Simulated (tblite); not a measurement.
Potential energy surface of C₃, singlet: map of symmetric stretch and bend. Scanned: C-C bond length and C-C-C angle.

Cartesian coordinates as functions of the variables (Å; names that start with a are angles):
```
C  0  0  0
C  r*sin(a/2)  0  r*cos(a/2)
C  -r*sin(a/2)  0  r*cos(a/2)
```

Level of theory: tblite with GFN2-xTB, 300 K electronic temperature.

Energy in kJ/mol above the lowest grid point; x is the C-C bond length (Å), y the C-C-C angle (°).

| y \ x | 1.10 | 1.19 | 1.26 | 1.32 | 1.38 | 1.45 | 1.52 | 1.58 | 1.64 | 1.71 | 1.76 |
|---|---|---|---|---|---|---|---|---|---|---|---|
| 180 | 376.7 | 81.1 | 2.5 | 3.5 | 47.2 | 133.9 | 244.2 | 349.1 | 458.4 | 586.6 | 676.6 |
| 173.95 | 374.8 | 80.6 | 2.4 | 3.5 | 47.4 | 134.1 | 244.4 | 349.2 | 458.5 | 586.6 | 676.5 |
| 165.32 | 366.9 | 78.2 | 1.8 | 3.8 | 48.0 | 134.8 | 245.0 | 349.7 | 458.7 | 586.6 | 676.3 |
| 156.68 | 357.5 | 74.8 | 1.0 | 4.2 | 49.0 | 136.0 | 246.1 | 350.6 | 459.3 | 586.7 | 676.0 |
| 148.04 | 349.6 | 71.6 | 0.3 | 4.7 | 50.2 | 137.6 | 247.6 | 351.8 | 460.0 | 586.9 | 675.7 |
| 139.41 | 345.0 | 69.7 | 0.0 | 5.5 | 51.6 | 139.3 | 249.2 | 353.1 | 460.9 | 587.1 | 675.4 |
| 130.77 | 345.2 | 70.0 | 0.8 | 6.7 | 53.1 | 140.9 | 250.7 | 354.3 | 461.7 | 587.3 | 675.0 |
| 122.14 | 351.2 | 73.6 | 3.4 | 8.8 | 54.8 | 142.2 | 251.7 | 354.9 | 461.9 | 586.8 | 674.1 |
| 113.50 | 364.4 | 81.7 | 8.7 | 12.4 | 57.1 | 143.3 | 251.9 | 354.5 | 460.9 | 585.2 | 671.9 |
| 104.86 | 387.6 | 95.9 | 18.0 | 18.4 | 60.5 | 144.5 | 251.2 | 352.7 | 458.1 | 581.5 | 667.7 |
| 96.23 | 425.2 | 118.7 | 33.0 | 28.3 | 66.2 | 146.3 | 250.1 | 349.5 | 453.3 | 575.3 | 660.7 |
| 85 | 512.8 | 171.3 | 67.4 | 51.0 | 79.9 | 151.6 | 248.8 | 343.8 | 444.1 | 562.9 | 646.5 |

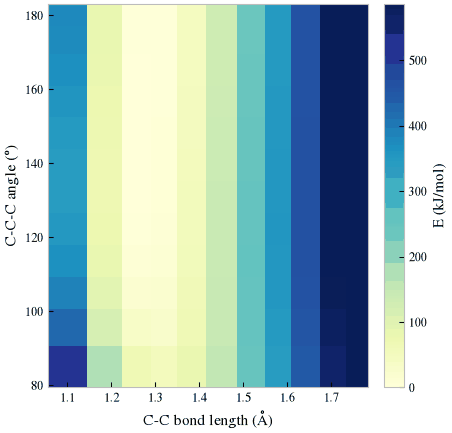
Figure. Energy surface, cut off at 586 kJ/mol.

Points that lie below all their neighbours on the grid: x = 1.26, y = 139.41 (0.0 kJ/mol).
